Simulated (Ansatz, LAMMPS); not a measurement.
# Glassy 57SiO2-27Al2O3-16BaO (mol %) (149 atoms): geometry optimisation, part 2 of 3

How does glassy 57SiO2-27Al2O3-16BaO (mol %) (149 atoms) relax, and what do bonds, charges and levels look like afterwards?

Ansatz 0.2.0; Kohn-Sham DFT, r2SCAN, PAW (set soft_2), plane waves.

The cell: 25 Si, 24 Al, 7 Ba and 93 O. The quench rate of 25 K/ps far exceeds what a furnace or splat quench reaches. The starting topology of bonds comes from the classical model. The Brillouin zone is sampled at Γ only, in a cell whose shortest periodic width is 12 Å. Spin–orbit coupling is left out.

So far. Step 3 (Single point at the start): The r.m.s. force component of 1.3 eV/Å and the pressure of 5.0 GPa set the starting point.

**4. Relaxation**

With the cell held, the atoms are moved downhill towards a nearby minimum.

input.yaml

```yaml
crystal:
  lattice:
    - [12.2866, 0.0, 0.0]
    - [0.0, 12.2866, 0.0]
    - [0.0, 0.0, 12.2866]
  atoms:
    [... the 149 atom lines of step 3 ...]
kpoints:
  mp_grid: { grid: [1, 1, 1] }
hamiltonian:
  xc: r2scan
scf:
  occupations: { method: fixed }
output:
  forces: true
relax:
  f_tol: 0.03
  max_steps: 103
```

Launch:

```sh
> ansatz run input.yaml --threads 4 --pin off --max-ram 8192MiB --backend cpu --events-out ev --progress --plain --runs-dir out
```

Numbers of over 12 decimals in the logs are rounded to 6 here.

The program printed:

```text
[...]
Crystal: 149 atoms, lattice volume = 1854.792 Å³
Basis set: ecut = 500 eV, 47089 PW (Γ), exchange–correlation on 360×360×360 points (64 copies of the dense FFT grid, shifted against one another)
Bands: 549, of which v1, the nominal top of the filled ones, is band 400 counted from 1 (399 counted from 0)
Symmetry: 1 space group operations
[...]
k-points: 1
[...]
SCF iter   1: F=—  HF=-123774.643649 eV  |F-HF|=—  |Δ(HF+E_count)|=         —  Δρ=7.83e-3  dr2=1.27e0  dr2_τ=1.16e1  ethr=1.77e-3  ⟨swp⟩=7.0  Hψ=1918  notcnv=0  defer=147
[...]
SCF iter   3: F=—  HF=-123779.291006 eV  |F-HF|=—  |Δ(HF+E_count)|=   4.70e-2  Δρ=1.11e-3  dr2=2.14e-2  dr2_τ=3.56e-3  ethr=3.79e-5  ⟨swp⟩=3.0  Hψ=714  notcnv=0  defer=124
automatic band count: iteration 3 solves 526 bands in place of 549: the levels show a gap, and the empty bands left out lie too high to hold charge; the band table lists the bands solved (type scf.n_extra_bands for more)
SCF iter   4: F=—  HF=-123779.289184 eV  |F-HF|=—  |Δ(HF+E_count)|=   1.82e-3  Δρ=4.84e-4  dr2=3.15e-3  dr2_τ=6.14e-4  ethr=2.67e-6  ⟨swp⟩=2.0  Hψ=841  notcnv=0  defer=124
[...]
SCF iter   7: F=-123779.288878 eV  HF=-123779.288877 eV  |F-HF|=1.11e-6  |Δ(HF+E_count)|=   2.62e-6  Δρ=1.59e-5  dr2=4.41e-6  dr2_τ=5.58e-7  ethr=2.81e-9  ⟨swp⟩=4.0  Hψ=1631  notcnv=0
SCF 1 converged in 7 iterations: F = -123779.288878 eV  dr2 = 4.41e-6
[...]
relax step   1: F+E_penalty+E_count = -123779.28887779 eV  Δ(F+E_penalty+E_count) = +0.000e0 eV  max|allowed force component| = 4.743e0 eV/Å  Δτ_max = 0.0000 Å  (7 SCF iters, dr2 threshold 2.25e-5 eV, accepted)
[... from here on, the SCF cycles and remarks between the steps are left out ...]
relax step   2: F+E_penalty+E_count = -123785.40834089 eV  Δ(F+E_penalty+E_count) = -6.119e0 eV  max|allowed force component| = 2.713e0 eV/Å  Δτ_max = 0.1950 Å  (6 SCF iters, dr2 threshold 1.00e-4 eV, accepted)
relax step   3: F+E_penalty+E_count = -123789.47309364 eV  Δ(F+E_penalty+E_count) = -4.065e0 eV  max|allowed force component| = 1.129e0 eV/Å  Δτ_max = 0.1950 Å  (7 SCF iters, dr2 threshold 1.00e-4 eV, accepted)
relax step   4: F+E_penalty+E_count = -123790.41246378 eV  Δ(F+E_penalty+E_count) = -9.394e-1 eV  max|allowed force component| = 5.967e-1 eV/Å  Δτ_max = 0.2000 Å  (7 SCF iters, dr2 threshold 1.00e-4 eV, accepted)
relax step   5: F+E_penalty+E_count = -123790.89985407 eV  Δ(F+E_penalty+E_count) = -4.874e-1 eV  max|allowed force component| = 5.208e-1 eV/Å  Δτ_max = 0.1950 Å  (6 SCF iters, dr2 threshold 6.17e-5 eV, accepted)
relax step   6: F+E_penalty+E_count = -123791.24584290 eV  Δ(F+E_penalty+E_count) = -3.460e-1 eV  max|allowed force component| = 3.417e-1 eV/Å  Δτ_max = 0.2000 Å  (7 SCF iters, dr2 threshold 7.57e-5 eV, accepted)
relax step   7: F+E_penalty+E_count = -123791.38574371 eV  Δ(F+E_penalty+E_count) = -1.399e-1 eV  max|allowed force component| = 1.658e-1 eV/Å  Δτ_max = 0.2000 Å  (7 SCF iters, dr2 threshold 5.03e-5 eV, accepted)
relax step   8: F+E_penalty+E_count = -123791.45366366 eV  Δ(F+E_penalty+E_count) = -6.792e-2 eV  max|allowed force component| = 2.811e-1 eV/Å  Δτ_max = 0.1950 Å  (7 SCF iters, dr2 threshold 6.46e-6 eV, accepted)
relax step   9: F+E_penalty+E_count = -123791.49589696 eV  Δ(F+E_penalty+E_count) = -4.223e-2 eV  max|allowed force component| = 4.123e-1 eV/Å  Δτ_max = 0.1966 Å  (7 SCF iters, dr2 threshold 1.86e-5 eV, accepted)
relax step  10: F+E_penalty+E_count = -123791.53069277 eV  Δ(F+E_penalty+E_count) = -3.480e-2 eV  max|allowed force component| = 2.362e-1 eV/Å  Δτ_max = 0.2000 Å  (7 SCF iters, dr2 threshold 1.00e-4 eV, accepted)
relax step  11: F+E_penalty+E_count = -123791.57924862 eV  Δ(F+E_penalty+E_count) = -4.856e-2 eV  max|allowed force component| = 1.953e-1 eV/Å  Δτ_max = 0.0574 Å  (6 SCF iters, dr2 threshold 1.83e-5 eV, accepted)
relax step  12: F+E_penalty+E_count = -123791.61187222 eV  Δ(F+E_penalty+E_count) = -3.262e-2 eV  max|allowed force component| = 1.344e-1 eV/Å  Δτ_max = 0.2000 Å  (6 SCF iters, dr2 threshold 1.25e-5 eV, accepted)
relax step  13: F+E_penalty+E_count = -123791.63892214 eV  Δ(F+E_penalty+E_count) = -2.705e-2 eV  max|allowed force component| = 1.503e-1 eV/Å  Δτ_max = 0.1958 Å  (6 SCF iters, dr2 threshold 8.55e-6 eV, accepted)
relax step  14: F+E_penalty+E_count = -123791.67796373 eV  Δ(F+E_penalty+E_count) = -3.904e-2 eV  max|allowed force component| = 1.690e-1 eV/Å  Δτ_max = 0.1953 Å  (6 SCF iters, dr2 threshold 1.07e-5 eV, accepted)
relax step  15: F+E_penalty+E_count = -123791.71515056 eV  Δ(F+E_penalty+E_count) = -3.719e-2 eV  max|allowed force component| = 1.717e-1 eV/Å  Δτ_max = 0.1921 Å  (6 SCF iters, dr2 threshold 2.86e-5 eV, accepted)
relax step  16: F+E_penalty+E_count = -123791.73311266 eV  Δ(F+E_penalty+E_count) = -1.796e-2 eV  max|allowed force component| = 1.491e-1 eV/Å  Δτ_max = 0.2000 Å  (6 SCF iters, dr2 threshold 2.95e-5 eV, accepted)
relax step  17: F+E_penalty+E_count = -123791.74946911 eV  Δ(F+E_penalty+E_count) = -1.636e-2 eV  max|allowed force component| = 1.726e-1 eV/Å  Δτ_max = 0.1615 Å  (6 SCF iters, dr2 threshold 1.68e-5 eV, accepted)
relax step  18: F+E_penalty+E_count = -123791.73375031 eV  Δ(F+E_penalty+E_count) = +1.572e-2 eV  max|allowed force component| = 1.650e-1 eV/Å  Δτ_max = 0.2000 Å  (7 SCF iters, dr2 threshold 2.25e-5 eV, rejected (line search))
relax step  19: F+E_penalty+E_count = -123791.75821495 eV  Δ(F+E_penalty+E_count) = -8.746e-3 eV  max|allowed force component| = 5.525e-2 eV/Å  Δτ_max = 0.0650 Å  (9 SCF iters, accepted)
relax step  20: F+E_penalty+E_count = -123791.77027335 eV  Δ(F+E_penalty+E_count) = -1.206e-2 eV  max|allowed force component| = 3.900e-2 eV/Å  Δτ_max = 0.1000 Å  (9 SCF iters, accepted)
relax step  21: F+E_penalty+E_count = -123791.77142928 eV  Δ(F+E_penalty+E_count) = -1.156e-3 eV  max|allowed force component| = 6.029e-2 eV/Å  Δτ_max = 0.0237 Å  (8 SCF iters, accepted)
relax step  22: F+E_penalty+E_count = -123791.77326904 eV  Δ(F+E_penalty+E_count) = -1.840e-3 eV  max|allowed force component| = 2.750e-2 eV/Å  Δτ_max = 0.0107 Å  (5 SCF iters, dr2 threshold 1.81e-6 eV, accepted)
relax step  23: F+E_penalty+E_count = -123791.77326933 eV  Δ(F+E_penalty+E_count) = -2.905e-7 eV  max|allowed force component| = 2.751e-2 eV/Å  Δτ_max = 0.0000 Å  (3 SCF iters, accepted)
[...]
SCF iter   2: F=-123791.773269 eV  HF=-123791.773269 eV  |F-HF|=1.84e-8  |Δ(HF+E_count)|=   2.61e-8  Δρ=1.14e-6  dr2=3.18e-8  dr2_τ=1.57e-9  ethr=1.03e-11  ⟨swp⟩=3.0  Hψ=1275  notcnv=0
SCF 24 converged in 2 iterations: F = -123791.773269 eV  dr2 = 3.18e-8
SCF converged after 2 iterations
Free energy (F): -123791.773269 eV
[...]
Internal energy: -123791.773269 eV  (E = F + TS)
E sigma→0 (E₀):  -123791.773269 eV
Fermi energy:    4.895710 eV
[...]
--- Forces (eV/Å), atoms counted from 1 ---
  atom   1  Si    -0.01158029     0.00826948    -0.00407863
  atom   2  Si     0.00253881    -0.00123009    -0.01430754
  atom   3  Si     0.00425863     0.00182976     0.00455275
  atom   4  Si    -0.00855641     0.00848069     0.00060650
  atom   5  Si    -0.00175053    -0.01148942     0.00413815
  atom   6  Si    -0.00675011     0.00200656     0.00914377
  atom   7  Si    -0.00287245    -0.00307902    -0.00104996
  atom   8  Si    -0.00673421     0.00838502     0.00947035
  atom   9  Si    -0.00655207     0.00339748    -0.00147956
  atom  10  Si     0.00076917     0.00474231    -0.00747832
  atom  11  Si    -0.00741094    -0.00031206     0.00128062
  atom  12  Si    -0.01169382     0.00090986    -0.01185699
  atom  13  Si    -0.00481167    -0.00213577    -0.00571158
  atom  14  Si     0.00973280     0.01149550     0.01223484
[...]
atom 148  O      0.00164695     0.00052550     0.00029526
  atom 149  O     -0.00251813    -0.00212971    -0.00102635
  max |Σ_I F_I| component: 6.37e-5 eV/Å
--- Relaxed structure (23 steps of the walk, 22 accepted, 0 SCFs on fresh bases) ---
  F+E_penalty+E_count = -123791.77326933 eV   max|allowed force component| = 2.751e-2 eV/Å
  atoms:
    - { symbol: Si, position: [0.215931, 0.283826, 0.828085] }
    - { symbol: Si, position: [0.801724, 0.802466, 0.842772] }
    - { symbol: Si, position: [0.348946, 0.015460, 0.658717] }
    - { symbol: Si, position: [0.413851, 0.914553, 0.322569] }
[...]
- { symbol: O, position: [0.00407547, 0.819793, 0.087850] }
```

The job ended after 18 min (4 threads of Arm Neoverse V2, shared host; peak memory 5.1 GiB).

The steps of the relaxation (22 of 23):

| step | energy less that of the first step (eV) | largest force component (eV/Å) |
| --- | --- | --- |
| 1 | 0.0000 | 4.7426 |
| 2 | -6.1195 | 2.7125 |
| 3 | -10.1842 | 1.1294 |
| 4 | -11.1236 | 0.5967 |
| 5 | -11.6110 | 0.5208 |
| 6 | -11.9570 | 0.3417 |
| 7 | -12.0969 | 0.1658 |
| 8 | -12.1648 | 0.2811 |
| 9 | -12.2070 | 0.4123 |
| 10 | -12.2418 | 0.2362 |
| 11 | -12.2904 | 0.1953 |
| 13 | -12.3500 | 0.1503 |
| 14 | -12.3891 | 0.1690 |
| 15 | -12.4263 | 0.1717 |
| 16 | -12.4442 | 0.1491 |
| 17 | -12.4606 | 0.1726 |
| 18 | -12.4449 | 0.1650 |
| 19 | -12.4693 | 0.0553 |
| 20 | -12.4814 | 0.0390 |
| 21 | -12.4826 | 0.0603 |
| 22 | -12.4844 | 0.0275 |
| 23 | -12.4844 | 0.0275 |

Relaxation step 18 was tried and not accepted.

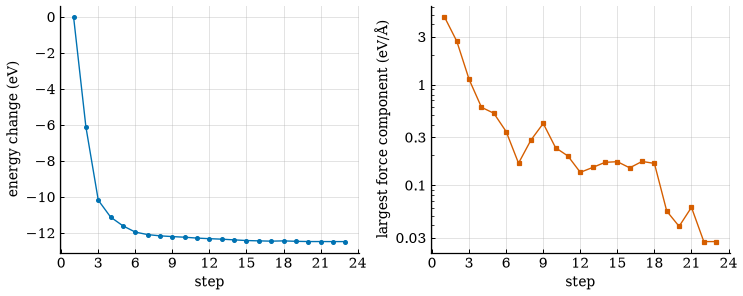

Energy and largest force along the relaxation.

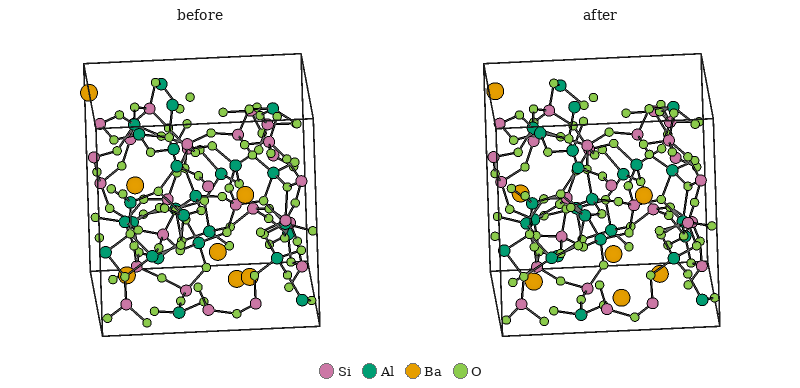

The structure before and after the relaxation, drawn at the same scale. Bonds to atoms that aren't drawn are left out.

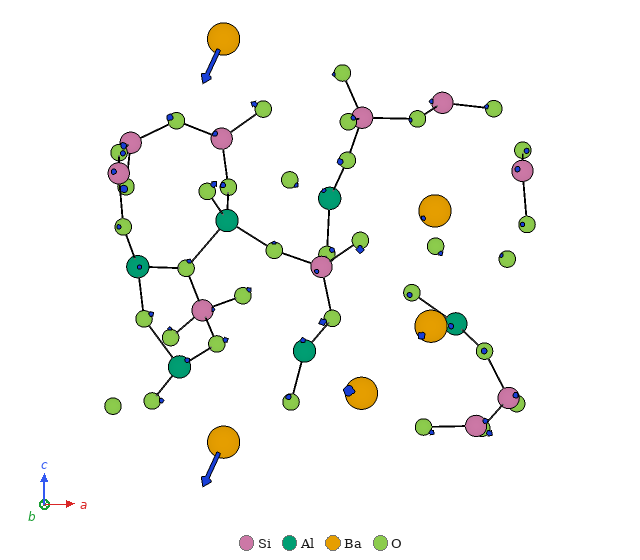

Displacements in the relaxation, scaled; the longest in the cell stands for 1.70 Å. Drawn is a slice 4 Å thick, seen along the normal of the ac plane. Bonds to atoms that aren't drawn are left out.

The atoms that moved most (Å):

| atom | dx | dy | dz | length |
| --- | --- | --- | --- | --- |
| Ba52 | -0.695 | -0.857 | -1.292 | 1.699 |
| Ba56 | 0.009 | -0.836 | -0.437 | 0.943 |
| Ba55 | -0.359 | 0.400 | -0.506 | 0.738 |
| Ba51 | -0.379 | 0.598 | 0.035 | 0.709 |
| O122 | 0.196 | -0.558 | 0.143 | 0.608 |
| O110 | 0.395 | -0.214 | 0.275 | 0.526 |
| Ba50 | -0.300 | 0.367 | -0.020 | 0.475 |
| O78 | 0.307 | 0.340 | 0.120 | 0.474 |

The relaxation changed the energy by -83.8 meV/atom, and atoms moved by 0.28 Å r.m.s., 1.7 Å at most.

**5. Distances and neighbours after relaxation**

Bonds before and after, by the cutoffs listed below:

| pair | bonds before | bonds after | mean before (Å) | mean after (Å) | spread before (Å) | spread after (Å) |
| --- | --- | --- | --- | --- | --- | --- |
| O-Si | 100 | 101 | 1.611 | 1.629 | 0.052 | 0.040 |
| O-Al | 100 | 102 | 1.780 | 1.796 | 0.111 | 0.090 |
| O-Ba | 67 | 67 | 3.054 | 2.977 | 0.267 | 0.283 |

Density 3.40 g/cm³, 12.45 Å³ an atom.

g(r), total and by pair (bins of 0.2 Å):

| r (Å) | total | O-O | O-Si | O-Al | O-Ba | Si-Si | Si-Al |
| --- | --- | --- | --- | --- | --- | --- | --- |
| 1.50 | 0.48 | 0.00 | 2.31 | 0.00 | 0.00 | 0.00 | 0.00 |
| 1.70 | 3.51 | 0.00 | 9.71 | 7.35 | 0.00 | 0.00 | 0.00 |
| 1.90 | 0.60 | 0.00 | 0.09 | 2.88 | 0.00 | 0.00 | 0.00 |
| 2.10 | 0.05 | 0.00 | 0.00 | 0.23 | 0.00 | 0.00 | 0.00 |
| 2.30 | 0.04 | 0.06 | 0.00 | 0.07 | 0.00 | 0.00 | 0.00 |
| 2.50 | 0.66 | 1.43 | 0.00 | 0.11 | 1.25 | 0.00 | 0.00 |
| 2.70 | 1.71 | 3.79 | 0.09 | 0.17 | 2.16 | 0.31 | 0.33 |
| 2.90 | 1.19 | 1.96 | 0.15 | 0.31 | 2.40 | 0.83 | 2.01 |
| 3.10 | 1.10 | 1.10 | 0.43 | 0.62 | 1.42 | 3.17 | 4.23 |
| 3.30 | 1.01 | 0.74 | 0.89 | 0.99 | 1.04 | 0.89 | 2.19 |
| 3.50 | 0.83 | 0.49 | 1.20 | 1.22 | 0.66 | 0.00 | 0.20 |
| 3.70 | 0.96 | 0.63 | 1.48 | 1.08 | 0.74 | 0.68 | 0.54 |
| 3.90 | 1.11 | 0.61 | 1.58 | 1.54 | 1.18 | 1.07 | 0.57 |
| 4.10 | 1.06 | 0.49 | 1.87 | 1.71 | 0.40 | 0.83 | 0.37 |
| 4.30 | 1.09 | 0.71 | 1.35 | 1.47 | 1.28 | 1.52 | 1.40 |
| 4.50 | 1.06 | 1.02 | 0.90 | 1.08 | 1.50 | 0.93 | 1.29 |
| 4.70 | 0.86 | 1.14 | 0.55 | 0.72 | 0.92 | 1.06 | 0.67 |
| 4.90 | 1.00 | 1.52 | 0.70 | 0.59 | 0.94 | 1.18 | 0.66 |
| 5.10 | 1.08 | 1.45 | 0.61 | 0.67 | 1.70 | 1.10 | 0.99 |
| 5.30 | 1.07 | 1.33 | 0.85 | 0.72 | 1.09 | 1.59 | 1.09 |
| 5.50 | 0.92 | 0.96 | 0.95 | 0.74 | 0.68 | 1.09 | 1.34 |
| 5.70 | 0.93 | 0.87 | 0.95 | 0.97 | 0.87 | 0.95 | 0.91 |
| 5.90 | 0.92 | 0.75 | 1.23 | 1.06 | 0.72 | 0.96 | 0.74 |

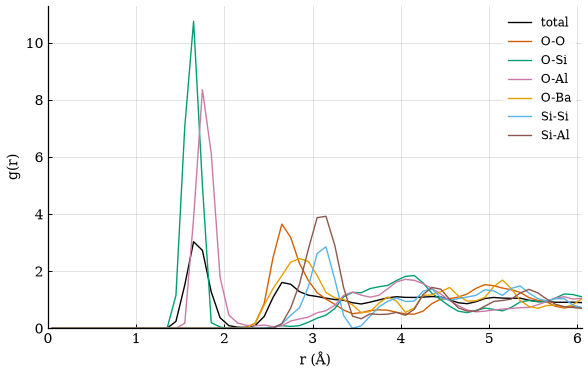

Pair distribution functions, lightly smoothed.

Bonds by pair of elements; cutoffs follow the first minimum of g(r), held within bounds set by covalent radii, and pairs that aren't listed don't count as bonded:

| pair A-B | cutoff (Å) | bonds | mean length (Å) | spread (Å) | shortest (Å) | B about A | A about B |
| --- | --- | --- | --- | --- | --- | --- | --- |
| O-Si | 2.16 | 101 | 1.63 | 0.04 | 1.56 | 1.09 | 4.04 |
| O-Al | 2.33 | 102 | 1.80 | 0.09 | 1.68 | 1.10 | 4.25 |
| O-Ba | 3.58 | 67 | 2.98 | 0.283 | 2.41 | 0.72 | 9.57 |

How many atoms have how many bonded neighbours:

| element | mean | 2 | 3 | 4 | 5 | 6 | 8 | 9 | 10 | 13 |
| --- | --- | --- | --- | --- | --- | --- | --- | --- | --- | --- |
| Al | 4.25 | 0 | 0 | 19 | 4 | 1 | 0 | 0 | 0 | 0 |
| Ba | 9.57 | 0 | 0 | 0 | 0 | 0 | 2 | 2 | 2 | 1 |
| O | 2.90 | 26 | 52 | 13 | 2 | 0 | 0 | 0 | 0 | 0 |
| Si | 4.04 | 0 | 0 | 24 | 1 | 0 | 0 | 0 | 0 | 0 |

Bond angles (no mean is given where the spread exceeds 20°):

| angle | count | mean (°) | spread (°) |
| --- | --- | --- | --- |
| O-Al-O | 169 | 108 | 17.9 |
| O-Si-O | 154 | 109 | 8.7 |
| Ba-O-Si | 70 | 101 | 17.2 |
| Al-O-Si | 69 | 132 | 14.7 |
| Al-O-Ba | 69 | 104 | 17.1 |

Oxygen atoms by the number of network formers (Si, P, Ge, B, Al, As, Ga) bound to them:

| network formers bound to O | O atoms | per cent |
| --- | --- | --- |
| 0 | 0 | 0 |
| 1 | 1 | 1.1 |
| 2 | 74 | 79.6 |
| 3 | 18 | 19.4 |

Network units: each former by its oxygen neighbours and how many of them bridge to another former:

| former | O neighbours | bridging O | atoms |
| --- | --- | --- | --- |
| Si | 4 | 3 | 1 |
| Si | 4 | 4 | 23 |
| Si | 5 | 5 | 1 |
| Al | 4 | 4 | 19 |
| Al | 5 | 5 | 4 |
| Al | 6 | 6 | 1 |

Bond length by coordination (bonds to H left out):

| element | coordination | atoms | mean bond length (Å) |
| --- | --- | --- | --- |
| Al | 4 | 19 | 1.76 |
| Al | 5 | 4 | 1.88 |
| Al | 6 | 1 | 1.94 |
| Ba | 8 | 2 | 3.01 |
| Ba | 9 | 2 | 2.94 |
| Ba | 10 | 2 | 2.94 |
| Ba | 13 | 1 | 3.03 |
| O | 2 | 26 | 1.67 |
| O | 3 | 52 | 2.02 |
| O | 4 | 13 | 2.31 |
| O | 5 | 2 | 2.44 |
| Si | 4 | 24 | 1.62 |
| Si | 5 | 1 | 1.73 |

Rings of the network by King's shortest-path rule, up to 12 atoms, one path for each pair of neighbours; H, halogens, alkali and alkaline-earth atoms are left out, and the last column divides by all other atoms, bonded or not:

| ring size (atoms) | rings | per network atom |
| --- | --- | --- |
| 4 | 7 | 0.049 |
| 6 | 11 | 0.077 |
| 8 | 36 | 0.254 |
| 10 | 45 | 0.317 |
| 12 | 32 | 0.225 |

First main peaks of g(r), for some of the pairs, lie near 2.7 Å (O-O), 1.6 Å (O-Si), 1.8 Å (O-Al), 2.9 Å (O-Ba), 3.1 Å (Si-Si) and 3.1 Å (Si-Al). Counting bonds as in the table, 79 % of Al atoms have 4, 56 % of O atoms have 3 and 96 % of Si atoms have 4 bonded neighbours. The O-Al-O angle averages 108° with a spread of 18°. 80 % of the oxygens bridge two formers (Si and Al) and 1 % are non-bridging; 19 % join three. The commonest Si unit has 4 oxygens, 4 of them shared with other formers (23 of 25 atoms). Rings of 10 atoms are the most common (34 % of those counted); sizes run from 4 to 12, where the search stops.

(Part 2 of 3 ends here.)

[Logs are printed without paths, hosts, clocks, repeated set-up lines and the standing remarks that a program may print on its own settings, such as how far it seeks lower states.]

[Hosts, paths, dates, database ids (printed as entryN), source tags and the programs' standing remarks are cut or masked in the printed files.]
